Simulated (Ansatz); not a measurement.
**Run report: GeH₂ClOF, geometry relaxation (part 2 of 2)**

GeH₂ClOF; RKS PBE0-D4/def2-SVP (Ansatz 0.2.0). It belongs to a series of runs on one base structure; here: start relaxed.

Geometry of the input (Å):
```
Ge 0.0000  0.0000  0.0000
F  0.0000  0.0000  1.6800
Cl 2.0935  0.0000  -0.7393
O  -0.8337  1.4443  -0.5894
H  -1.7915  1.2136  -0.8118
H  -0.7300  -1.2648  -0.5162
```

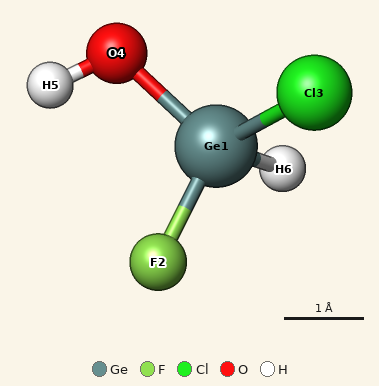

Figure 1. The geometry at step 16 of the log (ball-and-stick view, seen at a tilt; atoms are numbered from 1 in the order of the input).

**Trajectory as extended XYZ, continued**
```
6
Properties=species:S:1:pos:R:3:forces:R:3 step=5 energy=-73809.37099
Ge   -0.0138   -0.0426   -0.0698    0.0644  -0.2264   0.0611
F    -0.0150    0.0191    1.6579    0.0033  -0.0139   0.0178
Cl    2.0130    0.0571   -0.6978    0.0081   0.0127   0.0017
O    -0.7977    1.3994   -0.6580    0.0718   0.1707  -0.1051
H    -1.7521    1.3066   -0.7190   -0.1832   0.0399   0.0064
H    -0.6961   -1.3465   -0.4899    0.0356   0.0169   0.0182
6
Properties=species:S:1:pos:R:3:forces:R:3 step=6 energy=-73809.37113
Ge   -0.0136   -0.0441   -0.0719    0.0599  -0.2113   0.0492
F    -0.0192    0.0216    1.6555    0.0015  -0.0139   0.0249
Cl    2.0142    0.0577   -0.6960    0.0046   0.0124   0.0006
O    -0.7980    1.3954   -0.6664    0.2610   0.1784  -0.0951
H    -1.7510    1.3115   -0.7071   -0.3632   0.0240   0.0016
H    -0.6942   -1.3490   -0.4908    0.0362   0.0104   0.0188
6
Properties=species:S:1:pos:R:3:forces:R:3 step=7 energy=-73809.37113
Ge   -0.0138   -0.0443   -0.0722    0.0596  -0.2110   0.0490
F    -0.0191    0.0205    1.6553    0.0015  -0.0139   0.0249
Cl    2.0140    0.0568   -0.6964    0.0045   0.0124   0.0006
O    -0.7974    1.3959   -0.6659    0.2659   0.1785  -0.0949
H    -1.7504    1.3128   -0.7059   -0.3678   0.0238   0.0017
H    -0.6950   -1.3486   -0.4916    0.0363   0.0103   0.0187
6
Properties=species:S:1:pos:R:3:forces:R:3 step=8 energy=-73809.37113
Ge   -0.0139   -0.0445   -0.0724    0.0595  -0.2109   0.0488
F    -0.0189    0.0194    1.6551    0.0015  -0.0139   0.0248
Cl    2.0139    0.0559   -0.6969    0.0045   0.0124   0.0006
O    -0.7969    1.3965   -0.6652    0.2679   0.1784  -0.0948
H    -1.7499    1.3140   -0.7049   -0.3695   0.0239   0.0018
H    -0.6959   -1.3482   -0.4924    0.0363   0.0102   0.0187
6
Properties=species:S:1:pos:R:3:forces:R:3 step=9 energy=-73809.33188 accepted=F
Ge   -0.0067   -0.0635   -0.1053    0.0005  -0.3411   0.2760
F    -0.0944    0.0560    1.6249    0.0136  -0.0023  -0.1514
Cl    2.0297    0.0579   -0.6785    0.0941   0.0120  -0.0131
O    -0.7849    1.3339   -0.7890   -2.1542   0.4822   0.3756
H    -1.7591    1.4033   -0.5299    2.0027  -0.1230  -0.5114
H    -0.6463   -1.3943   -0.4989    0.0433  -0.0278   0.0243
6
Properties=species:S:1:pos:R:3:forces:R:3 step=10 energy=-73809.37845
Ge   -0.0129   -0.0556   -0.0842   -0.0317   0.0371   0.0182
F    -0.0508    0.0300    1.6449   -0.0039   0.0001  -0.0493
Cl    2.0183    0.0558   -0.6912    0.0197   0.0144   0.0044
O    -0.7911    1.3805   -0.7223   -0.2793  -0.0715   0.0291
H    -1.7569    1.3555   -0.6328    0.2975   0.0442  -0.0068
H    -0.6683   -1.3732   -0.4912   -0.0023  -0.0242   0.0044
6
Properties=species:S:1:pos:R:3:forces:R:3 step=11 energy=-73809.38412
Ge   -0.0157   -0.0666   -0.1018    0.0032  -0.0380  -0.0075
F    -0.0776    0.0412    1.6234   -0.0232   0.0226   0.0359
Cl    2.0234    0.0717   -0.6785   -0.0016  -0.0112  -0.0176
O    -0.7977    1.3493   -0.7729    0.0047  -0.0109  -0.0086
H    -1.7373    1.3977   -0.5622   -0.0207   0.0338   0.0157
H    -0.6570   -1.4002   -0.4847    0.0375   0.0037  -0.0178
6
Properties=species:S:1:pos:R:3:forces:R:3 step=12 energy=-73809.39110
Ge   -0.0216   -0.0809   -0.1205   -0.0056  -0.0211   0.0103
F    -0.1336    0.0744    1.6004   -0.0178   0.0184  -0.0094
Cl    2.0232    0.0718   -0.6721    0.0312   0.0154  -0.0118
O    -0.8295    1.2981   -0.8371    0.1412  -0.0382  -0.0582
H    -1.6949    1.4697   -0.4546   -0.1428   0.0568   0.0759
H    -0.6052   -1.4400   -0.4928   -0.0062  -0.0313  -0.0068
6
Properties=species:S:1:pos:R:3:forces:R:3 step=13 energy=-73809.39237
Ge   -0.0262   -0.0936   -0.1285    0.0077  -0.0226  -0.0130
F    -0.1638    0.0869    1.5887   -0.0093   0.0126  -0.0214
Cl    2.0207    0.0856   -0.6724    0.0257  -0.0085   0.0103
O    -0.8430    1.2685   -0.8679   -0.4730   0.1155   0.2522
H    -1.6651    1.5137   -0.4050    0.4406  -0.1062  -0.2308
H    -0.5843   -1.4679   -0.4916    0.0082   0.0091   0.0026
6
Properties=species:S:1:pos:R:3:forces:R:3 step=14 energy=-73809.39631
Ge   -0.0283   -0.0962   -0.1361    0.0005  -0.0274   0.0000
F    -0.1726    0.0935    1.5793   -0.0140   0.0181  -0.0062
Cl    2.0230    0.0870   -0.6657    0.0105   0.0013  -0.0006
O    -0.8611    1.2544   -0.8794   -0.2571   0.0559   0.1512
H    -1.6476    1.5311   -0.3829    0.2497  -0.0602  -0.1339
H    -0.5752   -1.4767   -0.4918    0.0103   0.0122  -0.0104
6
Properties=species:S:1:pos:R:3:forces:R:3 step=15 energy=-73809.41289
Ge   -0.0505   -0.1259   -0.1497    0.0176   0.0999  -0.0024
F    -0.2221    0.1036    1.5582   -0.0060   0.0316  -0.0033
Cl    2.0041    0.1293   -0.6558    0.0223   0.0040   0.0240
O    -0.9619    1.1548   -0.9244   -0.1871   0.0491   0.1396
H    -1.5150    1.6627   -0.3113    0.1944  -0.1267  -0.1102
H    -0.5163   -1.5313   -0.4938   -0.0413  -0.0578  -0.0478
6
Properties=species:S:1:pos:R:3:forces:R:3 step=16 energy=-73809.40794 accepted=F
Ge   -0.0701   -0.1165   -0.1498    0.2550  -0.2215  -0.1951
F    -0.2242    0.1016    1.5593   -0.0804   0.1284   0.0021
Cl    1.9902    0.1433   -0.6442    0.0138   0.0438   0.0303
O    -1.0094    1.1283   -0.9508    0.2288  -0.4226  -0.1372
H    -1.4429    1.6665   -0.2931   -0.3428   0.5302   0.3338
H    -0.5053   -1.5302   -0.4981   -0.0744  -0.0582  -0.0339
6
Properties=species:S:1:pos:R:3:forces:R:3 step=17 energy=-73809.41836
Ge   -0.0537   -0.1267   -0.1527    0.0263   0.0255  -0.0382
F    -0.2263    0.1082    1.5540   -0.0108   0.0446   0.0008
Cl    2.0039    0.1369   -0.6486    0.0048   0.0131   0.0247
O    -0.9887    1.1339   -0.9331   -0.1727   0.0694   0.2083
H    -1.4833    1.6754   -0.2984    0.1747  -0.1059  -0.1550
H    -0.5136   -1.5346   -0.4979   -0.0223  -0.0466  -0.0406
6
Properties=species:S:1:pos:R:3:forces:R:3 step=18 energy=-73809.42048
Ge   -0.0707   -0.1413   -0.1612    0.1139  -0.0127  -0.1103
F    -0.2320    0.1227    1.5419   -0.0568   0.0199   0.0125
Cl    1.9900    0.1728   -0.6289   -0.0130  -0.0190   0.0069
O    -1.0435    1.0883   -0.9490   -0.3480   0.4396   0.7624
H    -1.3953    1.7078   -0.2716    0.2968  -0.4223  -0.6581
H    -0.5102   -1.5572   -0.5081    0.0071  -0.0055  -0.0135
6
Properties=species:S:1:pos:R:3:forces:R:3 step=19 energy=-73809.43966
Ge   -0.0717   -0.1515   -0.1543   -0.6069  -0.1402   0.1554
F    -0.2381    0.0691    1.5564    0.0325   0.0538  -0.0087
Cl    1.9465    0.2233   -0.6260    0.5430   0.1078  -0.1015
O    -1.1187    1.0319   -0.9134   -0.0627   0.1340   0.2280
H    -1.2892    1.7923   -0.3353    0.0784  -0.1669  -0.1939
H    -0.4905   -1.5720   -0.5040    0.0157   0.0116  -0.0793
6
Properties=species:S:1:pos:R:3:forces:R:3 step=20 energy=-73809.46856
Ge   -0.1155   -0.1792   -0.1248    0.2206  -0.0349   0.1686
F    -0.2153    0.0179    1.5941   -0.0108  -0.0511  -0.0620
Cl    1.9079    0.3182   -0.6164    0.0040  -0.0491   0.0083
O    -1.2020    0.9731   -0.8445   -0.2216   0.2467  -0.0108
H    -1.1398    1.8552   -0.4522    0.0046  -0.1076  -0.0960
H    -0.4970   -1.5921   -0.5329    0.0032  -0.0040  -0.0081
6
Properties=species:S:1:pos:R:3:forces:R:3 step=21 energy=-73809.46637 accepted=F
Ge   -0.1157   -0.1661   -0.0979   -0.1010  -0.1607  -0.6230
F    -0.1953   -0.0241    1.6088   -0.0374   0.0526   0.4629
Cl    1.9046    0.3210   -0.6071   -0.0036   0.0416   0.0046
O    -1.2489    0.9695   -0.8065    0.0285  -0.7273  -0.0865
H    -1.1150    1.8699   -0.5274    0.0932   0.6723   0.1777
H    -0.4914   -1.5771   -0.5465    0.0202   0.1215   0.0644
6
Properties=species:S:1:pos:R:3:forces:R:3 step=22 energy=-73809.47364
Ge   -0.1159   -0.1771   -0.1160    0.1182  -0.0209   0.0637
F    -0.2092   -0.0021    1.6038   -0.0025  -0.0301  -0.0196
Cl    1.9047    0.3253   -0.6143   -0.0106  -0.0240   0.0105
O    -1.2231    0.9674   -0.8261   -0.1146   0.1483   0.0034
H    -1.1229    1.8667   -0.4867    0.0042  -0.0736  -0.0595
H    -0.4954   -1.5870   -0.5374    0.0053   0.0002   0.0015
6
Properties=species:S:1:pos:R:3:forces:R:3 step=23 energy=-73809.47715
Ge   -0.1202   -0.1761   -0.1041   -0.0005   0.0164   0.0056
F    -0.1969   -0.0361    1.6186   -0.0039  -0.0153  -0.0005
Cl    1.8932    0.3433   -0.6088   -0.0037   0.0062  -0.0058
O    -1.2538    0.9628   -0.7917   -0.0058  -0.0001  -0.0035
H    -1.0902    1.8818   -0.5478    0.0149  -0.0110  -0.0038
H    -0.4938   -1.5826   -0.5430   -0.0010   0.0038   0.0081
6
Properties=species:S:1:pos:R:3:forces:R:3 step=24 energy=-73809.47719
Ge   -0.1237   -0.1782   -0.0951   -0.0261   0.0288  -0.0470
F    -0.1949   -0.0585    1.6286    0.0065  -0.0058   0.0145
Cl    1.8811    0.3647   -0.6119   -0.0112  -0.0043   0.0085
O    -1.2652    0.9598   -0.7736    0.0555   0.1909   0.0463
H    -1.0625    1.8875   -0.5820   -0.0349  -0.2109  -0.0362
H    -0.4965   -1.5823   -0.5428    0.0101   0.0014   0.0139
6
Properties=species:S:1:pos:R:3:forces:R:3 step=25 energy=-73809.47678 accepted=F
Ge   -0.1281   -0.1744   -0.0985   -0.0074  -0.0880  -0.0206
F    -0.1963   -0.0566    1.6260   -0.0031   0.0117   0.0006
Cl    1.8774    0.3689   -0.6122   -0.0163   0.0078   0.0008
O    -1.2719    0.9604   -0.7785    0.0809   0.0649   0.0560
H    -1.0481    1.8774   -0.5741   -0.0627  -0.0046  -0.0420
H    -0.4948   -1.5826   -0.5394    0.0086   0.0082   0.0052
6
Properties=species:S:1:pos:R:3:forces:R:3 step=26 energy=-73809.47776
Ge   -0.1263   -0.1776   -0.0966   -0.0027  -0.0032   0.0013
F    -0.1946   -0.0607    1.6280   -0.0002  -0.0021   0.0001
Cl    1.8773    0.3681   -0.6116    0.0076  -0.0005  -0.0012
O    -1.2654    0.9622   -0.7728   -0.0087  -0.0050  -0.0041
H    -1.0570    1.8845   -0.5833    0.0020   0.0091   0.0017
H    -0.4956   -1.5834   -0.5403    0.0019   0.0017   0.0023
```
